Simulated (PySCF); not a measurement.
## A study: CH7BNP, SMILES `CB(N)P`

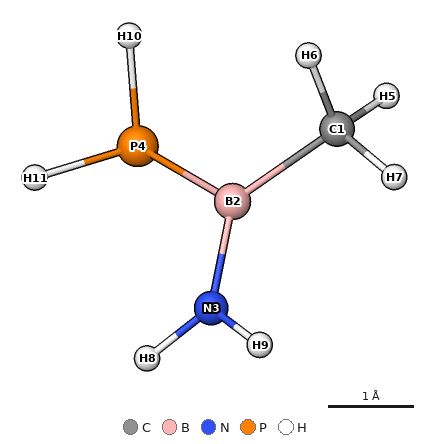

The molecule, with its atoms numbered as below. No frequency check shows the geometry to be a minimum.

Geometry (Å), atoms numbered from 1:

```
C1       1.4139    1.1776    0.0045
B2       0.4616   -0.0885    0.0003
N3       0.9878   -1.3668    0.0096
P4      -1.4476    0.1237   -0.1164
H5       1.1258    1.8896   -0.7675
H6       1.3470    1.7116    0.9519
H7       2.4607    0.9235   -0.1509
H8       0.4296   -2.2049   -0.0132
H9       1.9763   -1.5602    0.0127
H10     -1.5540    1.1638    0.7889
H11     -1.7781   -0.8345    0.8288
```

## 1. Bonding charge

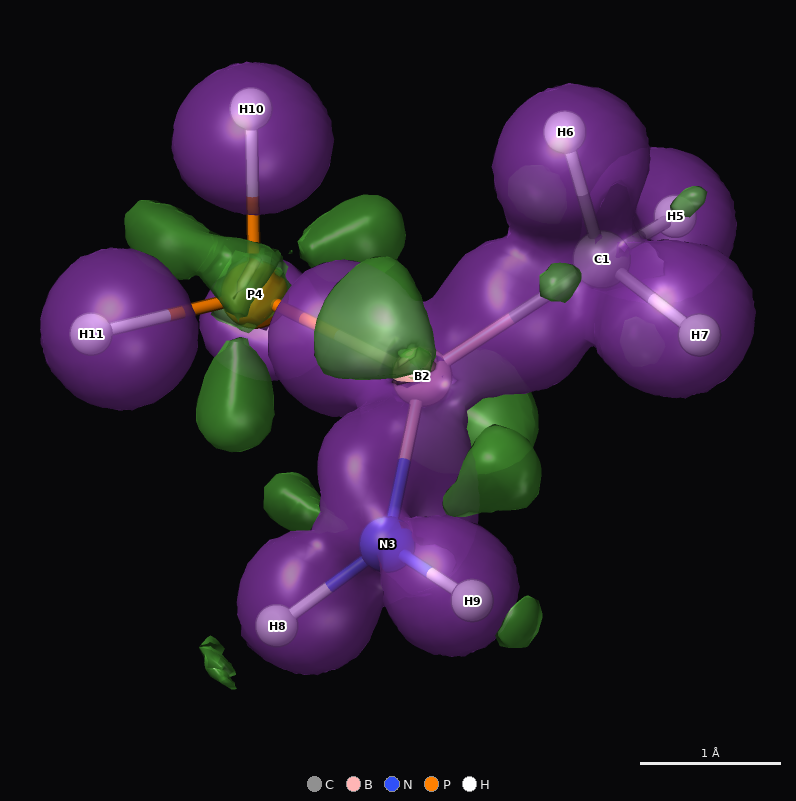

Deformation density (molecule less spherical, spin-averaged free atoms at the same positions), surfaces at ±0.08 e/Å³; purple: gain, green: loss.

Computed with PySCF, B3LYP/def2-SVPD, geometry: GFN2-xTB.

How much density has each bond gained at its critical point, relative to the free atoms?

Answer. The five largest and four smallest: N3–H8: +0.83 e/Å³ at the bond critical point (bond length 1.01 Å). N3–H9: +0.82 e/Å³ at the bond critical point (bond length 1.01 Å). C1–H7: +0.63 e/Å³ at the bond critical point (bond length 1.09 Å). C1–H5: +0.63 e/Å³ at the bond critical point (bond length 1.09 Å). C1–H6: +0.62 e/Å³ at the bond critical point (bond length 1.09 Å). B2–N3: +0.41 e/Å³ at the bond critical point (bond length 1.38 Å). B2–P4: +0.34 e/Å³ at the bond critical point (bond length 1.92 Å). P4–H10: +0.16 e/Å³ at the bond critical point (bond length 1.38 Å). P4–H11: +0.15 e/Å³ at the bond critical point (bond length 1.39 Å). In all, 2.3 electrons gather in the regions of gain relative to the promolecule.

## 2. Local ionisation energy

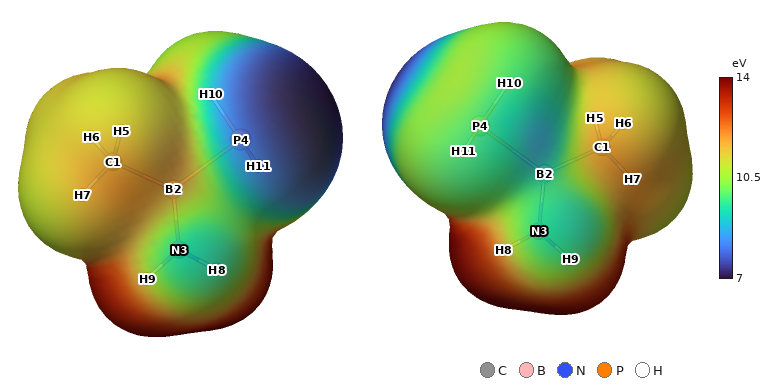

Average local ionisation energy on the surface of electron density 0.001 a.u. (back view left, front view right).

Locate the minima of the map.

Answer. The lowest value is 7.0 eV, 2.4 Å from P4. Further minima include 8.7 eV, near H10 (1.91 Å) and H11 (2.04 Å), over P4 (2.4 Å); 9.3 eV, over N3, off the plane of its three bonds (2.0 Å); 10.8 eV, 1.4 Å from H7. For comparison, the highest occupied orbital lies at −6.7 eV.

## 3. Excited states

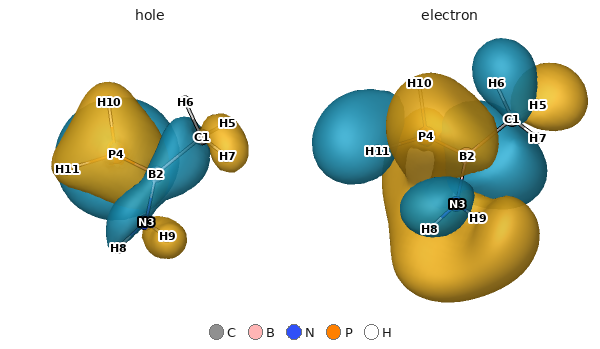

Leading natural transition orbital pair of S₂ (full linear response singlet states); the surfaces enclose about 85 % of each orbital's density.

PySCF calculation, B3LYP/def2-SVPD, gas phase; geometry: GFN2-xTB.

Give its energy and the atoms that hole and electron lie on.

Answer. 6.09 eV (203 nm), f = 0.081; the leading pair carries 98 %; hole on P4 (65 %), B2 (13 %) and N3 (5 %), electron on B2 (38 %), P4 (18 %) and N3 (13 %); their centroids lie 1.4 Å apart. In canonical orbitals it is mainly HOMO → LUMO+1 (92 %). The HOMO–LUMO gap is 6.55 eV.

## 4. Removing or adding an electron

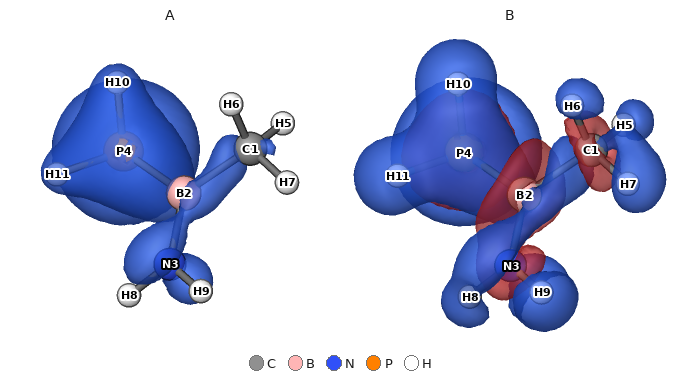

The Fukui function f⁻ from two separate SCF calculations and the density of the HOMO, at ±0.015 e/Å³ (blue positive, red negative).

Which panel is which, and how good is the frozen-orbital picture?

Answer. B is f⁻ (it has negative regions), A the HOMO density. The HOMO lies on P4 (70 %), B2 (10 %) and N3 (6 %); f⁻ (Hirshfeld-condensed) is largest on P4 (0.46); the vertical ionisation energy is 9.09 eV (the stability of the cation's solution wasn't checked). Relaxation shifts 27 % of the electron between atoms. The orbital energy is −6.70 eV.
